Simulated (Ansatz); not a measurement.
**BNH2O (SMILES BN=O): levels of theory compared**

Aim: a comparison of 6 runs (UPBE/STO-3G, wB97M-V/STO-3G, wB97X/STO-3G, UMP2/STO-3G, CCSDT(Q)/STO-3G, CCSDTQ/STO-3G) of BNH2O. 

The calculation is run with Ansatz 0.2.0.

59 further runs of the same task are left out: 4 that didn't finish, 55 set aside as unsound or not needed.

## 1. The molecule

The species is BNH2O (5 atoms), meant as a singlet with charge 0. SMILES: `BN=O`. The N2–B1 distance was set to 1.618 Å, away from the relaxed value.

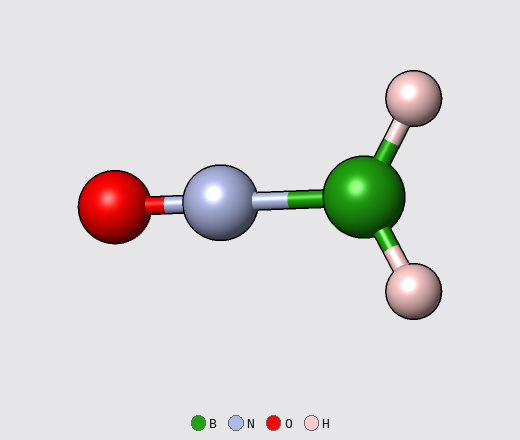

The structure, seen from a chosen angle (boron green, nitrogen light blue, oxygen red, hydrogen pink).

## 2. The energy at UPBE/STO-3G (run 1)

job.yaml

```yaml
crystal:
  periodic: [false, false, false]
  atoms:
    - {symbol: B, position_ang: [-0.487870, 0.618896, -0.332330]}
    - {symbol: "N", position_ang: [0.435210, -0.552070, 0.296940]}
    - {symbol: O, position_ang: [1.113730, -1.415380, 0.760240]}
    - {symbol: H, position_ang: [-1.343550, 0.326096, -1.067370]}
    - {symbol: H, position_ang: [-0.271350, 1.725016, -0.035030]}
basis:
  gaussian:
    orbitals: STO-3G
accuracy: high
hamiltonian:
  xc: {name: PBE}
magnetization:
  spin_polarized: true
  initial_magnetization: 0
```

Launch:

```bash
$ ansatz run job.yaml --threads 1 --pin off --max-ram 2610MiB --events-out events.jsonl --progress --plain --runs-dir runs
```

Standard output:

```text
Warning: RAYON_NUM_THREADS=1 ignored (pool sized by the plan → 1); use --threads N
Functional definition: PBE
  name "PBE"
  parameter kappa = 0.804
  parameter beta = 0.06672455060314922
  exchange = pbe_x(kappa = kappa, mu = beta*pi^2/3)
  correlation = pbe_c(beta = beta)
293 factors; integrals over basis functions are off by at most 2.9e-8 eV
mean field evaluation 1: about -4178.6590 eV, gradient 1.8e1 eV
mean field evaluation 2: about -4124.1940 eV, gradient 6.1e1 eV
mean field evaluation 4: about -4181.2114 eV, gradient 5.4e0 eV
mean field evaluation 8: about -4181.2947 eV, gradient 1.9e-1 eV
mean field evaluation 16: about -4181.2950 eV, gradient 7.8e-6 eV
mean field evaluation 32: about -4181.3927 eV, gradient 2.5e-8 eV
mean field -4181.39265627 eV, -153.6633458682 hartree, gradient 2.6e-8 eV, S^2 0.487003; 5 other end points of the search recorded, 0 dependent functions left out
reference -4181.39265775 eV, -153.6633459224 hartree; 11, 11 occupied and 6, 6 virtual orbitals, 293 factors
Total energy: -4181.39265775 eV, -153.6633459224 hartree
```

It took 3.3 s on 1 thread of Arm Neoverse V1, shared host; peak memory 0.12 GiB.

## 3. The energy at wB97M-V/STO-3G (run 2)

in.yaml

```yaml
crystal:
  periodic: [false, false, false]
  atoms:
    - {symbol: B, position_ang: [-0.487870, 0.618896, -0.332330]}
    - {symbol: N, position_ang: [0.435210, -0.552070, 0.296940]}
    - {symbol: O, position_ang: [1.113730, -1.415380, 0.760240]}
    - {symbol: H, position_ang: [-1.343550, 0.326096, -1.067370]}
    - {symbol: H, position_ang: [-0.271350, 1.725016, -0.035030]}
basis:
  gaussian: {orbitals: STO-3G}
magnetization: {spin_polarized: false, initial_magnetization: 0}
hamiltonian: {xc: {name: wB97M-V}}
accuracy: high
```

Launch:

```bash
$ ansatz run in.yaml --threads 1 --pin off --max-ram 2610MiB --events-out events.jsonl --progress --plain --runs-dir runs
```

Standard output, cut to the lines that bear on the results:

```text
Warning: RAYON_NUM_THREADS=1 ignored (pool sized by the plan → 1); use --threads N
Functional definition: wB97M-V
  name "wB97M-V"
[...]
  gx(w, u) = 1 - cx + cx01*u + cx10*w
  gss(w, u) = css00 + css04*u^4 + css10*w + css20*w^2 + css43*w^4*u^3
  gos(w, u) = cos00 + cos10*w + (cos20 + cos21*u)*w^2 + (cos60 + cos61*u)*w^6
[...]
      + integral(e_c_pw_mod_opposite_spin*gos(b97_w_opposite, b97_u_opposite)) + vv10(b, c)
293 factors; integrals over basis functions are off by at most 2.9e-8 eV
141 factors; integrals over basis functions are off by at most 1.0e-9 eV
[...]
mean field -4185.52316410 eV, -153.8151392313 hartree, gradient 1.4e-8 eV, S^2 0.000000; 0 other end points of the search recorded, 0 dependent functions left out
reference -4185.52316602 eV, -153.8151393016 hartree; 11, 11 occupied and 6, 6 virtual orbitals, 293 factors
Total energy: -4185.52316602 eV, -153.8151393016 hartree
```

It took 17 s on 1 thread of Arm Neoverse V1, shared host; peak memory 0.24 GiB.

Runs 3 to 4 aren't shown in full; the table further down has their settings and results.

## 4. The energy at CCSDT(Q)/STO-3G (run 5)

input.yaml

```yaml
basis:
  gaussian:
    orbitals: STO-3G
crystal:
  periodic: [false, false, false]
  atoms:
    - {symbol: B, position_ang: [-0.487870, 0.618896, -0.332330]}
    - {symbol: "N", position_ang: [0.435210, -0.552070, 0.296940]}
    - {symbol: O, position_ang: [1.113730, -1.415380, 0.760240]}
    - {symbol: H, position_ang: [-1.343550, 0.326096, -1.067370]}
    - {symbol: H, position_ang: [-0.271350, 1.725016, -0.035030]}
correlation:
  method: ccsdt_q
  frozen_orbitals: {B: 1, H: 0, "N": 1, O: 1}
accuracy: high
scf:
  omitted_lower_state_checks: [cluster_reference, increment]
```

Launch:

```bash
$ ansatz run input.yaml --threads 1 --pin off --max-ram 2610MiB --events-out events.jsonl --progress --plain --runs-dir runs
```

Standard output:

```text
Warning: RAYON_NUM_THREADS=1 ignored (pool sized by the plan → 1); use --threads N
[... 11 lines left out ...]
3 core orbitals not correlated: weight in the atoms' cores, before any rotation towards them, 1.000 or more for the frozen orbitals, at most 0.000 for the correlated occupied ones
[... 41 lines left out ...]
Total energy: -4168.69645052 eV, -153.1967689125 hartree
Checks for a lower state left out: cluster_reference, increment
```

It took 0.56 s on 1 thread of Arm Neoverse V1, shared host.

## 5. A single-point energy at CCSDTQ/STO-3G (run 6)

job.yaml

```yaml
crystal:
  periodic: [false, false, false]
  atoms:
    - {symbol: B, position_ang: [-0.487870, 0.618896, -0.332330]}
    - {symbol: N, position_ang: [0.435210, -0.552070, 0.296940]}
    - {symbol: O, position_ang: [1.113730, -1.415380, 0.760240]}
    - {symbol: H, position_ang: [-1.343550, 0.326096, -1.067370]}
    - {symbol: H, position_ang: [-0.271350, 1.725016, -0.035030]}
basis:
  gaussian:
    orbitals: STO-3G
total_charge: 0
correlation:
  method: ccsdtq
  frozen_orbitals: {B: 1, H: 0, "N": 1, O: 1}
accuracy: high
scf:
  omitted_lower_state_checks: [cluster_reference, increment]
```

Launch:

```bash
$ ansatz run job.yaml --threads 1 --pin off --max-ram 2610MiB --events-out events.jsonl --progress --plain --runs-dir runs
```

Standard output:

```text
Warning: RAYON_NUM_THREADS=1 ignored (pool sized by the plan → 1); use --threads N
[... 11 lines left out ...]
3 core orbitals not correlated: weight in the atoms' cores, before any rotation towards them, 1.000 or more for the frozen orbitals, at most 0.000 for the correlated occupied ones
[... 46 lines left out ...]
Total energy: -4168.68599556 eV, -153.1963847001 hartree
Checks for a lower state left out: cluster_reference, increment
```

It took 14 s on 1 thread of Arm Neoverse V1, shared host; peak memory 0.14 GiB.

## 6. All runs side by side

| run | level | frozen core orbitals | energy (Eh) | wall time |
| --- | --- | --- | --- | --- |
| 1 | UPBE/STO-3G | – | -153.663346 | 3.3 s |
| 2 | wB97M-V/STO-3G | – | -153.815139 | 17 s |
| 3 | wB97X/STO-3G | – | -153.795990 | 4.2 s |
| 4 | UMP2/STO-3G | 3 | -153.114394 | 0.36 s |
| 5 | CCSDT(Q)/STO-3G | 3 | -153.196769 | 0.56 s |
| 6 | CCSDTQ/STO-3G | 3 | -153.196385 | 14 s |

## 7. Outcome

```
                                          quantity          value
                               run 6: total energy  -153.19638 Eh
run 6: correlation energy (3 core orbitals frozen)     -222.1 mEh
                              run 6: T1 diagnostic          0.047
```

**Reading.** Totals of different functionals can't be ranked against each other. In runs 5, 6 the log says that unrestricted orbitals would lower the reference, so the values rest on an unstable closed-shell determinant (other closed-shell runs at this shape may share the fault). In runs 1, 2, 3, 4, 5, 6 the basis is minimal, so the values are rough. Spin contamination of the reference: run 4 ⟨S²⟩ = 1.07, run 1 ⟨S²⟩ = 0.49. Where it is this large, the reference is a mixture of spin states, and values that rest on it are in doubt. All runs together took 40 s, the longest 17 s.
